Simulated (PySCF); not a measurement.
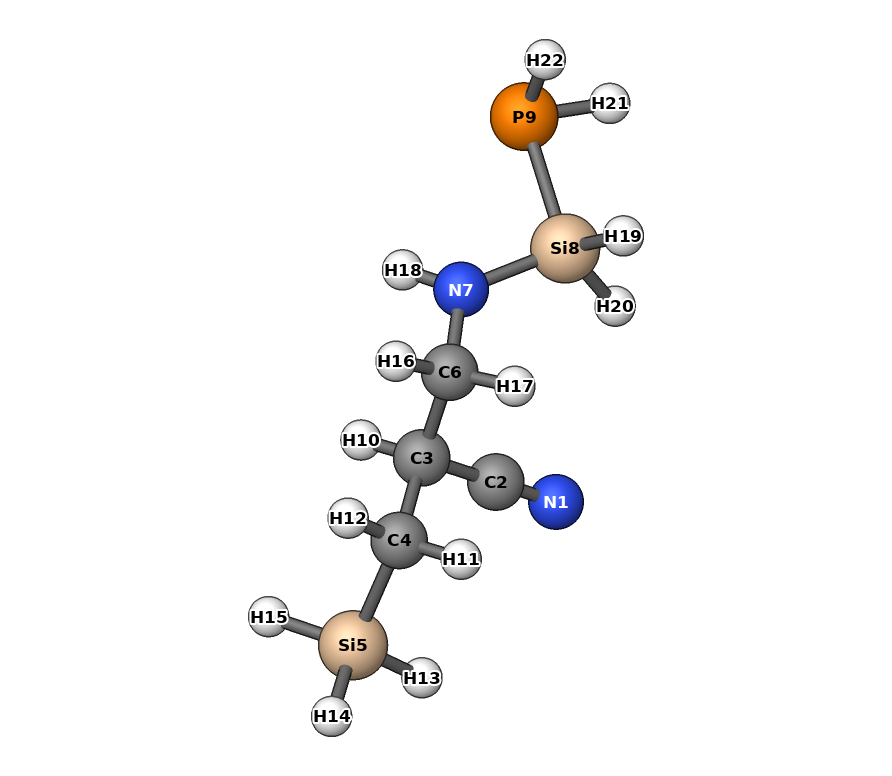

The computed structure is the end point of a GFN2-xTB optimisation. No frequency run is at hand to confirm it as a minimum. Level of theory: GIAO PBE0/pcSseg-1 NMR shielding, non-relativistic, gas phase (PySCF 2.14.0). Principal shieldings σ11 ≤ σ22 ≤ σ33, span Ω = σ33 − σ11, skew κ = 3(σiso − σ22)/Ω.

Give the shielding tensors of the P atoms.

```json
{"atom": "P9", "σ11": "563.1", "σ22": "631.0", "σ33": "681.4", "σiso": "625.2", "Ω": "118.3", "κ": "−0.15"}
```

Shieldings and span in ppm.

The geometry is semi-empirical. Around P, Si such bond lengths and angles can be off by a tenth of an ångström or more and by several degrees, and values that hang on the shape move with them.
